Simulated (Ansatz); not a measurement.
## Quasiparticle gap of Bi2S3 (Bismuthinite)

Aim: the quasiparticle gap of Bi2S3 (Bismuthinite), starting from PBE.

Method: PBE, then G0W0 on it, plane waves, PAW, in Ansatz 0.2.0.

**What was measured.**

- Gap 1.3 eV: band gap, approximate experimental value from earlier reports; bulk crystal (pristine material, literature) (quoted in “Thermoelectric Performance of n-Type Magnetic Element Doped Bi2S3”, 2022, pmc:9096796).

## Step 1: The starting structure

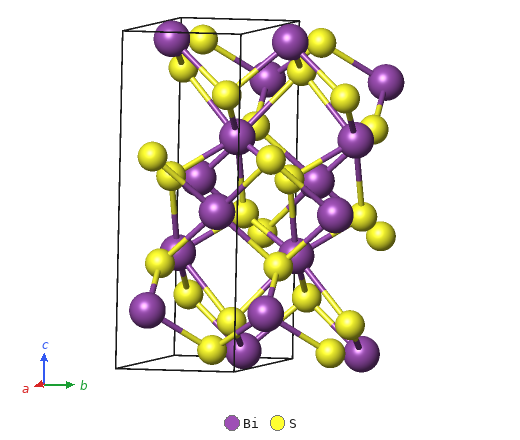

The starting structure, seen slightly off an axis (bismuth purple, sulfur yellow). 1×2×1 cells are drawn.

The cell and positions come from the Crystallography Open Database and are kept as given unless a step says otherwise. Spin-orbit coupling is left out unless a step names it. The default PAW set here is soft_2. Its files were made with PBE.

## Step 2: The PBE band structure

Levels along a band path and on the mesh show where this functional puts the band edges.

This step: DFT, PBE, plane waves, PAW.

Input file input.yaml:

```yaml
crystal:
  lattice:
    - [11.316, 0.0, 0.0]
    - [0.0, 3.9709, 0.0]
    - [0.0, 0.0, 11.178]
  atoms:
    - { symbol: Bi, position: [0.48339, 0.25, 0.32581] }
    - { symbol: Bi, position: [0.01661, 0.75, 0.82581] }
    - { symbol: Bi, position: [0.98339, 0.25, 0.17419] }
    - { symbol: Bi, position: [0.51661, 0.75, 0.67419] }
    - { symbol: Bi, position: [0.34069, 0.75, 0.03429] }
    - { symbol: Bi, position: [0.15931, 0.25, 0.53429] }
    - { symbol: Bi, position: [0.84069, 0.75, 0.46571] }
    - { symbol: Bi, position: [0.65931, 0.25, 0.96571] }
    - { symbol: S, position: [0.2854, 0.25, 0.1941] }
    - { symbol: S, position: [0.2146, 0.75, 0.6941] }
    - { symbol: S, position: [0.7854, 0.25, 0.3059] }
    - { symbol: S, position: [0.7146, 0.75, 0.8059] }
    - { symbol: S, position: [0.55, 0.75, 0.1284] }
    - { symbol: S, position: [0.95, 0.25, 0.6284] }
    - { symbol: S, position: [0.05, 0.75, 0.3716] }
    - { symbol: S, position: [0.45, 0.25, 0.8716] }
    - { symbol: S, position: [0.3756, 0.75, 0.4423] }
    - { symbol: S, position: [0.1244, 0.25, 0.9423] }
    - { symbol: S, position: [0.8756, 0.75, 0.0577] }
    - { symbol: S, position: [0.6244, 0.25, 0.5577] }
kpoints:
  mp_grid: { grid: [2, 6, 2] }
  band_path:
    path:
      - [[0.0, 0.0, 0.0], [0.5, 0.0, 0.0], [0.5, 0.5, 0.0], [0.0, 0.5, 0.0], [0.0, 0.0, 0.0], [0.0, 0.0, 0.5], [0.5, 0.0, 0.5], [0.5, 0.5, 0.5], [0.0, 0.5, 0.5], [0.0, 0.0, 0.5]]
      - [[0.5, 0.0, 0.0], [0.5, 0.0, 0.5]]
      - [[0.0, 0.5, 0.0], [0.0, 0.5, 0.5]]
      - [[0.5, 0.5, 0.0], [0.5, 0.5, 0.5]]
    npoints: 10
hamiltonian:
  xc: pbe
scf:
  occupations: { method: fermi_dirac, width: 0.02 }
  n_extra_bands: 10
output:
  eigenvalues: true
```

Launch:

```bash
$ ansatz run input.yaml --threads 16 --pin off --max-ram 82944MiB --backend cuda --events-out ev --progress --plain --runs-dir out --devices 1 --max-vram 78GiB
```

Numbers of over 12 decimals in the logs are rounded to 6 here.

What it wrote:

```text
scf.n_extra_bands = 10 over 96 filled bands (N_el = 192.0): the run solves 106 bands
GPUs: using 1 of 1 available (devices: 1).
Engine: ansatz 0.2.0, aarch64-unknown-linux-gnu
Pseudopotentials: kind: paw
Pseudopotential: Bi, paw, valence charge 15, recommended cutoff 420 eV (normal), Bi.paw.azcp
Pseudopotential: S, paw, valence charge 6, recommended cutoff 420 eV (normal), S.paw.azcp
Functional definition: PBE
  parameter kappa = 0.804
  parameter beta = 0.066725
  exchange = pbe_x(kappa = kappa, mu = beta*pi^2/3)
  correlation = pbe_c(beta = beta)
device memory: the entry about to start is reckoned to put 20.6 GiB on a device that reports 124.6 GiB free (of which the cap on the GPU budget leaves the run 78.0 GiB)
GPU FFT provider: cuFFT
GPU libraries: cuBLAS 13.8.1, cuFFT 12.4.0, cuSOLVER 12.3.2
GPU matrix products: emulated (plane waves: as basis.precision tells), large ones in fixed point in workspaces of 1.00 GiB
Crystal: 20 atoms, lattice volume = 502.280 Å³
Basis set: ecut = 420 eV, 9841 PW (Γ)
Bands: 106, of which v1, the nominal top of the filled ones, is band 96 counted from 1 (95 counted from 0)
Symmetry: 8 space group operations
Space group: Pnma (ITA 62), of the structure as read, at distance tolerance 7.9e-5 Å
k-points: 16 of 24
Non-local potential: Bi, projectors of the file, l = 0: 2, l = 1: 2, l = 2: 2, l = 3: 2
Non-local potential: S, projectors of the file, l = 0: 2, l = 1: 2, l = 2: 2
PAW form: soft (Blöchl's): semilocal exchange-correlation on the pseudo side does not see the compensation charge
PAW one-centre angular grid: Bi, 590 points (default); XC on 64 Gauss nodes
PAW one-centre angular grid: S, 110 points (default); XC on 64 Gauss nodes
Initial density: superposition of atomic densities (neutral atoms: chi_scale 0, normalization atom), corrected by the library's trained network
Initial wavefunctions: pseudopotential atomic-orbital guess
GPU buffer pool allocated for 162000 grid points (all kernels)
GPU transforms: local potential and band sums: pruned to the plane-wave sphere, on 75×27×75
Functional: x = pbe(κ = 0.804, μ = 0.219515), c = pbe(β = 0.066725)
SCF iter   1: F=—  HF=-110004.161864 eV  |F-HF|=—  |Δ(HF+E_count)|=         —  Δρ=1.25e-3  dr2=7.53e-3  ethr=1.77e-3  ⟨swp⟩=6.3  Hψ=6936  notcnv=0
preconditioner: auto → Resta (q_TF=auto, 2.324 Å⁻¹)  ε∞=3.3  [insulator: Δε(μ)=1.458 eV  Ē_g=15.112 eV  σ=0.020 eV  W_gap=1.00  n_scr=114 (ndim 8)  ℏωp=23.0 eV  f_vac=0.012  D(μ)=0.00/eV (n_scr^D=0)  ε∞_Penn≈3.3]
SCF iter   2: F=—  HF=-110004.158999 eV  |F-HF|=—  |Δ(HF+E_count)|=   2.87e-3  Δρ=6.73e-4  dr2=1.29e-3  ethr=3.92e-6  ⟨swp⟩=2.1  Hψ=3676  notcnv=0  defer=58
SCF iter   3: F=—  HF=-110004.160280 eV  |F-HF|=—  |Δ(HF+E_count)|=   1.28e-3  Δρ=3.38e-4  dr2=3.39e-4  ethr=6.74e-7  ⟨swp⟩=3.0  Hψ=3309  notcnv=0  defer=58
SCF iter   4: F=—  HF=-110004.161041 eV  |F-HF|=—  |Δ(HF+E_count)|=   7.61e-4  Δρ=6.47e-5  dr2=2.33e-5  ethr=1.77e-7  ⟨swp⟩=2.0  Hψ=2528  notcnv=0  defer=58
SCF iter   5: F=—  HF=-110004.161193 eV  |F-HF|=—  |Δ(HF+E_count)|=   1.52e-4  Δρ=2.30e-5  dr2=6.37e-6  ethr=1.21e-8  ⟨swp⟩=2.0  Hψ=3168  notcnv=0  defer=58
SCF iter   6: F=—  HF=-110004.161198 eV  |F-HF|=—  |Δ(HF+E_count)|=   4.40e-6  Δρ=8.43e-6  dr2=7.29e-7  ethr=3.32e-9  ⟨swp⟩=2.0  Hψ=2371  notcnv=0  defer=58
SCF iter   7: F=—  HF=-110004.161198 eV  |F-HF|=—  |Δ(HF+E_count)|=   6.97e-7  Δρ=4.47e-6  dr2=1.83e-7  ethr=3.80e-10  ⟨swp⟩=2.0  Hψ=2461  notcnv=0  defer=58
SCF iter   8: F=-110004.161198 eV  HF=-110004.161198 eV  |F-HF|=2.18e-10  |Δ(HF+E_count)|=   5.26e-8  Δρ=1.55e-6  dr2=8.32e-9  ethr=5.21e-11  ⟨swp⟩=7.7  Hψ=5581  notcnv=0
SCF 1 converged in 8 iterations: F = -110004.161198 eV  dr2 = 8.32e-9
  greatest PAW one-centre occupation: 0.990 electrons in one spin orbital (limit 2), on the Bi atom at site 7 (counted from 0), in its partial waves of l = 2
device memory: the entry about to start is reckoned to put 49.8 GiB on a device that reports 124.5 GiB free (of which the cap on the GPU budget leaves the run 78.0 GiB)
NSCF: frozen V_eff on 124 k-points, pencils in batches of 32, up to order 468
SCF converged after 8 iterations
Free energy (F): -110004.161198 eV
Harris-Foulkes:  -110004.161198 eV  (|F-HF|=2.18e-10)
Internal energy: -110004.161198 eV  (E = F + TS)
E sigma→0 (E₀):  -110004.161198 eV
Fermi energy:    8.435360 eV
--- Per-component energies (eV) ---
  E_band       = -908.151889
  E_kinetic    = 3687.520673
  E_local      = -14350.140122  (includes V_loc(G=0)·N_el)
  E_nonlocal   = 4843.698506
  E_hartree    = 4733.634365
  E_xc         = -2380.664319
  E_vxc        = -2207.944452  (∫ρ·V_xc dr)
  E_paw        = -92507.064245  (= ΣΔE_a)
  E_vpaw       = -2348.557988  (= ΣTr[D̂ρ^β])
  E_aug_tail   = -0.003407  (compensation charges beyond the density's cutoff)
  E_ewald      = -14031.142649
  E_smearing   = -0.000000  (= −TS)
  E_closure    = -0.000000  (closes the sum)
  Σ components = -110004.161198   (vs F -110004.161198, Δ=0.00e0)
--- Band table (eV; the first three rows and the last of 16) ---
  k-point 0: bands = [... 92 lower, 7.5087, 7.5101, 7.5436, 7.5978, 9.1562, 9.4777, 9.6257, 9.9018, ... 6 higher]
  k-point 1: bands = [... 92 lower, 7.3944, 7.3944, 7.6192, 7.6192, 9.3049, 9.3049, 10.0877, 10.0877, ... 6 higher]
  k-point 2: bands = [... 92 lower, 7.3284, 7.3748, 7.5183, 7.5352, 9.4710, 9.4890, 10.1052, 10.3222, ... 6 higher]
  k-point 15: bands = [... 92 lower, 7.0872, 7.0872, 7.0872, 7.0872, 9.9615, 9.9615, 9.9615, 9.9615, ... 6 higher]
```

It took 3.3 s on 1 × NVIDIA GB200 (shared by 2 runs) with 16 threads of Arm Neoverse V2, shared host; peak memory 1.3 GiB.

This step gave:

```yaml
filled_bands: 96
gap: 1.420 eV
valence_top_at: k = (0.350, 0.000, 0.000)
conduction_bottom_at: k = (0.000, 0.000, 0.150)
least_direct_gap: 1.454 eV
```

Over mesh and path the gap is 1.420 eV, from k = (0.350, 0.000, 0.000) to k = (0.000, 0.000, 0.150). The least direct gap found is 1.454 eV, at k = (0.000, 0.000, 0.200). On the 2×6×2 mesh alone the same run gives 1.456 eV, so that mesh misses an edge of PBE: 1.456 − 1.420 = +0.036 eV.

The electronic bands at the labelled points (eV, zero at the top of the highest nominally filled band):

```tsv
point	band 93	band 94	band 95	band 96	band 97	band 98	band 99	band 100
Γ	-0.21	-0.21	-0.18	-0.12	1.43	1.75	1.90	2.18
X	-0.31	-0.31	-0.02	-0.02	1.78	1.78	1.96	1.96
S	-0.37	-0.37	-0.37	-0.37	2.44	2.44	2.44	2.44
Y	-0.53	-0.53	-0.26	-0.26	2.29	2.29	2.42	2.42
Γ	-0.21	-0.21	-0.18	-0.12	1.43	1.75	1.90	2.18
Z	-0.33	-0.33	-0.10	-0.10	1.58	1.58	2.36	2.36
U	-0.27	-0.27	-0.17	-0.17	1.66	1.66	2.31	2.31
R	-0.64	-0.64	-0.64	-0.64	2.24	2.24	2.24	2.24
T	-0.57	-0.57	-0.38	-0.38	1.98	1.98	2.29	2.29
Z	-0.33	-0.33	-0.10	-0.10	1.58	1.58	2.36	2.36
jump to X	-0.31	-0.31	-0.02	-0.02	1.78	1.78	1.96	1.96
U	-0.27	-0.27	-0.17	-0.17	1.66	1.66	2.31	2.31
jump to Y	-0.53	-0.53	-0.26	-0.26	2.29	2.29	2.42	2.42
T	-0.57	-0.57	-0.38	-0.38	1.98	1.98	2.29	2.29
jump to S	-0.37	-0.37	-0.37	-0.37	2.44	2.44	2.44	2.44
R	-0.64	-0.64	-0.64	-0.64	2.24	2.24	2.24	2.24
```

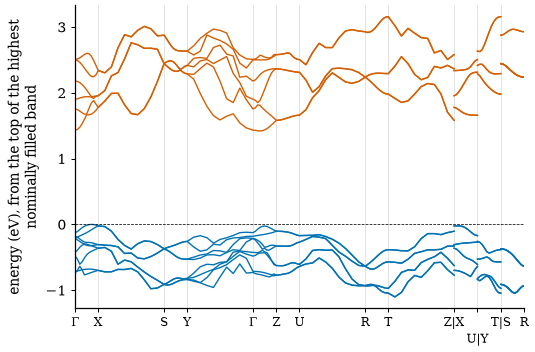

Electronic bands along the path; lines of filled and empty bands in two colours.

## Step 3: The quasiparticle correction

G0W0 replaces the xc potential by a self-energy built once from the orbitals of the start. Levels are corrected in the window of bands that the input names, at points of the mesh.

This step: G0W0 on PBE, plane waves, PAW.

input.yaml: that of step 2 with these lines changed.

```diff
@@ -27,16 +27,13 @@
 kpoints:
-  mp_grid: { grid: [2, 6, 2] }
-  band_path:
-    path:
-      - [[0.0, 0.0, 0.0], [0.5, 0.0, 0.0], [0.5, 0.5, 0.0], [0.0, 0.5, 0.0], [0.0, 0.0, 0.0], [0.0, 0.0, 0.5], [0.5, 0.0, 0.5], [0.5, 0.5, 0.5], [0.0, 0.5, 0.5], [0.0, 0.0, 0.5]]
-      - [[0.5, 0.0, 0.0], [0.5, 0.0, 0.5]]
-      - [[0.0, 0.5, 0.0], [0.0, 0.5, 0.5]]
-      - [[0.5, 0.5, 0.0], [0.5, 0.5, 0.5]]
-    npoints: 10
+  mp_grid: { grid: [2, 4, 2] }
 hamiltonian:
   xc: pbe
+  pseudopotentials: { kind: paw, source: ansatz }
 scf:
-  occupations: { method: fermi_dirac, width: 0.02 }
-  n_extra_bands: 10
-output:
-  eigenvalues: true
+  occupations: { method: fixed }
+gw:
+  n_empty_bands: 2987
+  ecut_chi: 190.0
+  qp_bands: [v4, c4]
+  qp_kpoints: band_edges
+  screening: { model: contour_deformation }
```

What it wrote:

```text
GPUs: using 1 of 1 available (devices: 1).
[...]
Crystal: 20 atoms, lattice volume = 502.280 Å³
Basis set: ecut = 510 eV, 13143 PW (Γ)
Bands: 154, of which v1, the nominal top of the filled ones, is band 128 counted from 1 (127 counted from 0)
Symmetry: 8 space group operations
[...]
k-points: 12 of 16
[...]
SCF iter   1: F=—  HF=-139420.289250 eV  |F-HF|=—  |Δ(HF+E_count)|=         —  Δρ=3.10e-2  dr2=5.75e0  ethr=3.10e-3  ⟨swp⟩=5.0  Hψ=5712  notcnv=0  defer=271
[...]
SCF iter   6: F=—  HF=-139419.005454 eV  |F-HF|=—  |Δ(HF+E_count)|=   4.60e-4  Δρ=1.99e-4  dr2=3.65e-4  ethr=7.19e-7  ⟨swp⟩=2.0  Hψ=2173  notcnv=0  defer=284
[...]
SCF iter   8: F=—  HF=-139419.005835 eV  |F-HF|=—  |Δ(HF+E_count)|=   4.49e-5  Δρ=2.27e-5  dr2=4.78e-6  ethr=2.20e-8  ⟨swp⟩=2.0  Hψ=2484  notcnv=0  defer=233
[...]
SCF iter  10: F=-139419.005842 eV  HF=-139419.005842 eV  |F-HF|=6.14e-8  |Δ(HF+E_count)|=   6.28e-7  Δρ=2.84e-6  dr2=5.32e-8  ethr=3.91e-11  ⟨swp⟩=11.8  Hψ=9088  notcnv=0
SCF 1 converged in 10 iterations: F = -139419.005842 eV  dr2 = 5.32e-8
[...]
NSCF: frozen V_eff on 12 k-points
the band table was solved once the SCF had ended and its energy, with any forces and stress, was formed, with the checks that follow a solve (6655 applications of the Hamiltonian). They found nothing against the state; the energy, forces and stress were not computed again (output.eigenvalues in the input reference)
[...]
G₀W₀ screening: q 1/12
[... further progress lines ...]
SCF converged after 10 iterations
Free energy (F): -139419.005842 eV
[...]
Internal energy: -139419.005842 eV  (E = F + TS)
E sigma→0 (E₀):  -139419.005842 eV
Fermi energy:    8.495954 eV
[...]
4   132     10.9401    -9.8112    -3.6482   -13.4076  0.7683    10.8883    10.8883  root
     5   125      7.9498   -17.6235     1.8742   -15.2004  0.7266     7.3943     7.4008  root
     5   126      7.9498   -17.6235     1.8742   -15.2004  0.7266     7.3943     7.4008  root
     5   127      8.1357   -17.5827     1.7113   -15.3390  0.7302     7.5975     7.6032  root
     5   128      8.1357   -17.5827     1.7113   -15.3390  0.7302     7.5975     7.6032  root
     5   129     10.5035    -9.9066    -3.5143   -13.3607  0.7714    10.4435    10.4434  root
     5   130     10.5035    -9.9066    -3.5143   -13.3607  0.7714    10.4435    10.4434  root
     5   131     10.8156    -9.7014    -3.5745   -13.2273  0.7691    10.7670    10.7670  root
     5   132     10.8156    -9.7014    -3.5745   -13.2273  0.7691    10.7670    10.7670  root
     6   125      8.2101   -17.3670     1.4476   -15.4192  0.7340     7.7051     7.7099  root
     6   126      8.2101   -17.3670     1.4476   -15.4192  0.7340     7.7051     7.7099  root
     6   127      8.4960   -17.4662     1.5692   -15.3763  0.7319     7.9701     7.9752  root
     6   128      8.4960   -17.4662     1.5692   -15.3763  0.7319     7.9701     7.9752  root
     6   129     10.3026   -10.2429    -3.5709   -13.7624  0.7759    10.2512    10.2511  root
     6   130     10.3026   -10.2429    -3.5709   -13.7624  0.7759    10.2512    10.2511  root
     6   131     10.4795    -9.5238    -3.5588   -13.0164  0.7751    10.4133    10.4132  root
     6   132     10.4795    -9.5238    -3.5588   -13.0164  0.7751    10.4133    10.4132  root
     7   125      8.2497   -17.4087     1.4876   -15.4051  0.7347     7.7287     7.7337  root
     7   126      8.2497   -17.4087     1.4876   -15.4051  0.7347     7.7287     7.7337  root
     7   127      8.3495   -17.6019     1.8365   -15.2262  0.7269     7.8042     7.8103  root
     7   128      8.3495   -17.6019     1.8365   -15.2262  0.7269     7.8042     7.8103  root
     7   129     10.1838    -9.8686    -3.4796   -13.2704  0.7762    10.1061    10.1060  root
     7   130     10.1838    -9.8686    -3.4796   -13.2704  0.7762    10.1061    10.1060  root
     7   131     10.8356    -9.7482    -3.7488   -13.4578  0.7702    10.7964    10.7964  root
     7   132     10.8356    -9.7482    -3.7488   -13.4578  0.7702    10.7964    10.7964  root
     8   125      8.0849   -17.5402     1.9204   -15.0641  0.7250     7.5221     7.5292  root
     8   126      8.0849   -17.5402     1.9204   -15.0641  0.7250     7.5221     7.5292  root
     8   127      8.1448   -17.5287     1.5193   -15.4856  0.7360     7.6159     7.6210  root
     8   128      8.1448   -17.5287     1.5193   -15.4856  0.7360     7.6159     7.6210  root
     8   129     10.2083    -9.4911    -3.4854   -12.9032  0.7774    10.1352    10.1351  root
     8   130     10.2083    -9.4911    -3.4854   -12.9032  0.7774    10.1352    10.1351  root
     8   131     11.2855   -10.3432    -3.7615   -14.0916  0.7627    11.2724    11.2723  root
     8   132     11.2855   -10.3432    -3.7615   -14.0916  0.7627    11.2724    11.2723  root
     9   125      8.2007   -17.5998     1.7288   -15.3374  0.7296     7.6612     7.6671  root
     9   126      8.2007   -17.5998     1.7288   -15.3374  0.7296     7.6612     7.6671  root
     9   127      8.2942   -17.7194     1.5534   -15.6471  0.7334     7.7702     7.7753  root
     9   128      8.2942   -17.7194     1.5534   -15.6471  0.7334     7.7702     7.7753  root
     9   129     10.8266    -9.8569    -3.6065   -13.4075  0.7682    10.7708    10.7707  root
     9   130     10.8266    -9.8569    -3.6065   -13.4075  0.7682    10.7708    10.7707  root
     9   131     10.8918    -9.8988    -3.6852   -13.5544  0.7710    10.8622    10.8622  root
[...]
10   129     10.9664    -9.8528    -3.6779   -13.4790  0.7673    10.9147    10.9147  root
    10   130     10.9664    -9.8528    -3.6779   -13.4790  0.7673    10.9147    10.9147  root
    10   131     10.9664    -9.8528    -3.6779   -13.4790  0.7673    10.9147    10.9147  root
    10   132     10.9664    -9.8528    -3.6779   -13.4790  0.7673    10.9147    10.9147  root
    11   125      7.8841   -17.4433     1.7982   -15.1037  0.7282     7.3364     7.3429  root
    11   126      7.8841   -17.4433     1.7982   -15.1037  0.7282     7.3364     7.3429  root
    11   127      7.8841   -17.4433     1.7982   -15.1037  0.7282     7.3364     7.3429  root
    11   128      7.8841   -17.4433     1.7982   -15.1037  0.7282     7.3364     7.3429  root
    11   129     10.7615    -9.6686    -3.5966   -13.2023  0.7705    10.6986    10.6986  root
    11   130     10.7615    -9.6686    -3.5966   -13.2023  0.7705    10.6986    10.6986  root
    11   131     10.7615    -9.6686    -3.5966   -13.2023  0.7705    10.6986    10.6986  root
    11   132     10.7615    -9.6686    -3.5966   -13.2023  0.7705    10.6986    10.6986  root
```

Elapsed: 6.6 min, on 1 × NVIDIA GB200 (shared by 2 runs) with 16 threads; peak memory 25 GiB; 15 min of CPU time.

This step gave:

* bands summed: 3115
* RPA ε∞ on this mesh (eigenvalues): 10.01, 13.27, 13.44
* plane waves in the screening matrix: 3021
* q-points in the mesh: 16
* G0W0 gap over the corrected points: 1.838 eV
* k of the valence top: -0.5, 0, 0
* k of the conduction bottom: 0, 0, 0
* starting gap on the mesh: 1.460 eV
* Z at the valence top: 0.7319
* Z at the conduction bottom: 0.7787
* least direct G0W0 gap over the corrected points: 1.925 eV

Over all 12 irreducible mesh points the G0W0 gap is 1.838 eV, from k = (-0.500, 0.000, 0.000) to k = Γ. The PBE gap of this run on the mesh is 1.460 eV. The two states that bound the G0W0 gap lie that far apart at the start, so the correction of the gap is 1.838 − 1.460 = +0.378 eV. The start of this run differs from the step before in mesh (2×6×2 and 2×4×2), files (soft_2 PAW and hard PAW) and plane-wave cutoff (420 eV and 510 eV).

Labels follow the order of the start: v1 is the top filled band, c1 the lowest empty one; levels that stay degenerate share a row, the window can cut a multiplet, doubted levels are not marked in this list, bands outside the window were not corrected, and the list may be a part of the corrected levels. Levels before and after the correction, in eV, zero at the valence-band top of each column:

```tsv
	conduction bottom	valence top
Kohn-Sham	1.46	0.00
G0W0	1.84	0.00
```

```tsv
	level	occupation	energy (eV)
Kohn-Sham	Γ v3	2	-0.191
Kohn-Sham	Γ v2	2	-0.156
Kohn-Sham	Γ v1	2	-0.103
Kohn-Sham	Γ c1	0	1.460
Kohn-Sham	Γ c2	0	1.783
Kohn-Sham	Γ c3	0	1.931
Kohn-Sham	(-0.5 0 0) v3	2	-0.286
Kohn-Sham	(-0.5 0 0) v2-v1	2	0.000
Kohn-Sham	(-0.5 0 0) c1-c2	0	1.807
Kohn-Sham	(-0.5 0 0) c3	0	1.984
G0W0	Γ v3	2	-0.178
G0W0	Γ v2	2	-0.179
G0W0	Γ v1	2	-0.087
G0W0	Γ c1	0	1.838
G0W0	Γ c2	0	2.258
G0W0	Γ c3	0	2.384
G0W0	(-0.5 0 0) v3	2	-0.265
G0W0	(-0.5 0 0) v2-v1	2	0.000
G0W0	(-0.5 0 0) c1-c2	0	2.276
G0W0	(-0.5 0 0) c3	0	2.438
```

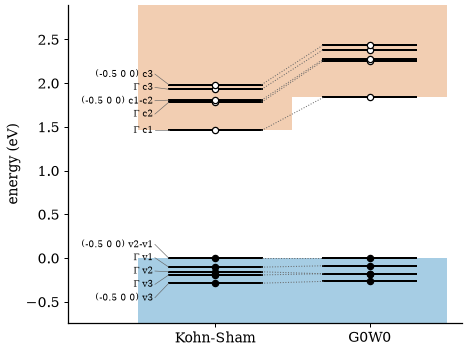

Levels before and after the correction. Shaded: valence and conduction bands. Filled marks are occupied levels, open marks empty ones.

The parts of the quasiparticle energy for the two states that bound the G0W0 gap, in eV on the run's own scale (QP = start + Σx + Σc − Vxc, with Σc at the quasiparticle energy):

```tsv
edge	k	band	start	Σx	Σc	Vxc	Z	QP
valence top	(-0.500, 0.000, 0.000)	127	8.496	−17.466	1.569	−15.376	0.732	7.975
conduction bottom	Γ	129	9.956	−9.662	−3.277	−12.797	0.779	9.813
```

(Continued in part 2 of 2.)

[Paths, hosts, dates, memory and timing lines, banners, echoed tables and standing remarks are left out of the program output.]

[Logs are printed without paths, hosts, clocks, repeated set-up lines and the standing remarks that a program may print on its own settings, such as how far it seeks lower states.]

[Runs of the session that timed out or met a known fault of the program may be left out.]

[Cells called generated may have been cut or substituted from an entry of the Crystallography Open Database or the Materials Project.]

[Hosts, paths, dates, database ids (printed as entryN), source tags and the programs' standing remarks are cut or masked in the printed files.]

[Where an RPA ε∞ is given, it is that of the G0W0 mesh and is not shown converged in it. Names of k-points follow the symmetry that the program found, which can be lower than the space group named. Band edges on a path are those of the sampled points; other points can move an edge, and change direct to indirect where valleys lie close.]

[Hybrid gaps are those of their k-mesh and are not shown converged in it.]
